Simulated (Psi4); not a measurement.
# AlGeH4F (SMILES [F][AlH][GeH3]) at B3LYP/cc-pVQZ-DK (sfX2C, density fitting with def2-universal-jkfit, sweep point 3)

Aim: the energy change on altering one bond length of AlGeH4F at B3LYP/cc-pVQZ-DK (sfX2C, density fitting with def2-universal-jkfit, sweep point 3), from 2 runs. 

The results are computed with Psi4 1.11.

## Step 1: The system as given

AlGeH4F: 7 atoms, total charge 0, spin state singlet. As SMILES, `[F][AlH][GeH3]`. The shape is that of a PBE0-D4/def2-TZVP optimisation.

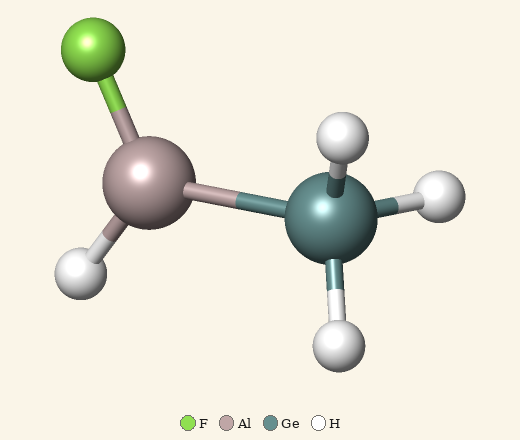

The structure, seen from a chosen angle (fluorine green, aluminium light grey, germanium teal, hydrogen white).

## Step 2: A single-point energy at B3LYP/cc-pVQZ-DK (sfX2C, density fitting with def2-universal-jkfit, sweep point 3)

job.in

```
memory 1600 mb

molecule system {
  F     -2.002000    -1.487800     0.716500
  Al    -0.491500    -1.327100     0.066600
  Ge     0.428200     0.960300    -0.065100
  H      0.204000    -2.659900    -0.422600
  H      0.095700     1.599200    -1.428000
  H     -0.136400     1.887000     1.024800
  H      1.963300     0.960200     0.062300
  symmetry c1
}

set {
  basis                cc-pVQZ-DK
  puream               true
  scf_type             df
  dft_radial_points    99
  dft_spherical_points 590
  df_basis_scf         def2-universal-jkfit
  relativistic         x2c
}

e_tot, wfn = energy('b3lyp', return_wfn=True)
```

On the command line:

```sh
psi4 -n 1 job.in job.out
```

job.out:

```text
[...]
  Running in c1 symmetry.
[...]
  Nuclear repulsion =  223.950285871172156
[...]
  Multiplicity = 1
[...]
  Nalpha       = 29
  Nbeta        = 29
[...]
    Number of basis functions: 302
[...]
    WARNING: The X2C and Dirac Hamiltonians have substatially different eigenvalues!
             This is probably caused by the recontraction of the basis set.
[...]
   @DF-RKS iter   1: -2442.22616283367643   -1.96565e+00   9.95756e-03 DIIS/ADIIS
[...]
   @DF-RKS iter   9: -2444.23717429151293   -3.31784e-07   6.33770e-07 DIIS
[...]
    Orbital Energies [Eh]
    ---------------------
    Doubly Occupied:
       1A   -404.146035     2A    -56.177701     3A    -51.022937
       4A    -44.577797     5A    -44.577688     6A    -44.577608
       7A    -24.665544     8A     -6.414720     9A     -4.427541
      10A     -4.427387    11A     -4.427108    12A     -4.180596
      13A     -2.720698    14A     -2.714141    15A     -2.712296
      16A     -1.176548    17A     -1.176457    18A     -1.174592
      19A     -1.173588    20A     -1.173536    21A     -1.152246
      22A     -0.568627    23A     -0.470724    24A     -0.416619
      25A     -0.416382    26A     -0.371780    27A     -0.347266
      28A     -0.345684    29A     -0.281272
[...]
  @DF-RKS Final Energy: -2444.23717429151293
   => Energetics <=
    Nuclear Repulsion Energy =            223.9502858711721558
    One-Electron Energy =               -3849.2116881252050007
    Two-Electron Energy =                1270.4134901132388222
    DFT Exchange-Correlation Energy =     -89.3892621507189631
    Empirical Dispersion Energy =           0.0000000000000000
    VV10 Nonlocal Energy =                  0.0000000000000000
    Total Energy =                      -2444.2371742915129289
[...]
 Multipole Moments:
 ------------------------------------------------------------------------------------
     Multipole            Electronic (a.u.)      Nuclear  (a.u.)        Total (a.u.)
 ------------------------------------------------------------------------------------
 L = 1.  Multiply by 2.5417464519 to convert [e a0] to [Debye]
 Dipole X            :          1.1836101           -0.7343108            0.4492994
 Dipole Y            :          4.1695772           -4.1659168            0.0036604
 Dipole Z            :          0.0674814           -0.2488381           -0.1813567
 Magnitude           :                                                    0.4845344
[...]
```

It took 47 s on 1 thread of Intel Xeon Platinum 8488C (Sapphire Rapids), shared host; peak memory 1.8 GiB.

## Step 3: The distorted shape at the same level

job.in

```
memory 1600 MB

molecule molecule1 {
  0 1
  F     -1.835742    -1.807266     1.397984
  Al    -0.325242    -1.646566     0.748084
  Ge     0.594458     0.640834     0.616384
  H      0.370258    -2.979366     0.258884
  H      0.095700     1.599200    -1.428000
  H      0.029858     1.567534     1.706284
  H      2.129558     0.640734     0.743784
  units angstrom
  symmetry c1
}

set basis cc-pVQZ-DK
set puream true
set scf_type df
set dft_radial_points 99
set dft_spherical_points 590
set df_basis_scf def2-universal-jkfit
set relativistic x2c

energy('b3lyp')
```

On the command line:

```sh
psi4 -i job.in -o job.out -n 1
```

job.out:

```text
[...]
  Running in c1 symmetry.
[...]
  Nuclear repulsion =  219.755795639883843
[...]
  Multiplicity = 1
[...]
  Nalpha       = 29
  Nbeta        = 29
[...]
    Number of basis functions: 302
[...]
    WARNING: The X2C and Dirac Hamiltonians have substatially different eigenvalues!
             This is probably caused by the recontraction of the basis set.
[...]
   @DF-RKS iter   1: -2441.91564128347227   -1.86339e+00   1.00228e-02 ADIIS/DIIS
[...]
   @DF-RKS iter  11: -2444.16974631412904   -1.35620e-07   4.60155e-07 DIIS
[...]
    Orbital Energies [Eh]
    ---------------------
    Doubly Occupied:
       1A   -404.173118     2A    -56.188375     3A    -51.047740
       4A    -44.603925     5A    -44.602195     6A    -44.602109
       7A    -24.672283     8A     -6.437940     9A     -4.453050
      10A     -4.449212    11A     -4.448793    12A     -4.190940
      13A     -2.730948    14A     -2.724502    15A     -2.722753
      16A     -1.199266    17A     -1.198590    18A     -1.197695
      19A     -1.195849    20A     -1.194661    21A     -1.158719
      22A     -0.563661    23A     -0.476797    24A     -0.423001
      25A     -0.422542    26A     -0.379448    27A     -0.357650
      28A     -0.304954    29A     -0.274356
[...]
  @DF-RKS Final Energy: -2444.16974631412904
   => Energetics <=
    Nuclear Repulsion Energy =            219.7557956398838428
    One-Electron Energy =               -3839.9860826085773624
    Two-Electron Energy =                1265.3624504711260670
    DFT Exchange-Correlation Energy =     -89.3019098165616327
    Empirical Dispersion Energy =           0.0000000000000000
    VV10 Nonlocal Energy =                  0.0000000000000000
    Total Energy =                      -2444.1697463141290427
[...]
 Multipole Moments:
 ------------------------------------------------------------------------------------
     Multipole            Electronic (a.u.)      Nuclear  (a.u.)        Total (a.u.)
 ------------------------------------------------------------------------------------
 L = 1.  Multiply by 2.5417464519 to convert [e a0] to [Debye]
 Dipole X            :          1.4394053           -0.9003060            0.5390993
 Dipole Y            :          3.5735715           -3.8469557           -0.2733842
 Dipole Z            :          1.1961009           -0.9292451            0.2668558
 Magnitude           :                                                    0.6607413
[...]
```

Wall time 51 s (1 thread of Intel Xeon Platinum 8488C (Sapphire Rapids), shared host); peak memory 1.7 GiB.

## Step 4: Outcome

At B3LYP/cc-pVQZ-DK (sfX2C, density fitting with def2-universal-jkfit, sweep point 3):

```
                                                          quantity           value
                                         first shape: total energy  -2444.23717 Eh
                                        first shape: dipole moment          1.23 D
                                          first shape: HOMO energy        -7.65 eV
                                          first shape: LUMO energy        -1.95 eV
                                        first shape: HOMO–LUMO gap         5.71 eV
                                     distorted shape: total energy  -2444.16975 Eh
                                    distorted shape: dipole moment          1.68 D
                                      distorted shape: HOMO energy        -7.47 eV
                                      distorted shape: LUMO energy        -2.88 eV
                                    distorted shape: HOMO–LUMO gap         4.59 eV
energy change with the Ge3–H5 bond stretched from 1.542 to 2.312 Å        1.835 eV
```

With the Ge3–H5 bond stretched from 1.542 to 2.312 Å the energy rises by 1.83 eV (177 kJ/mol). The first shape isn't relaxed at this level, so the change isn't measured from a minimum.
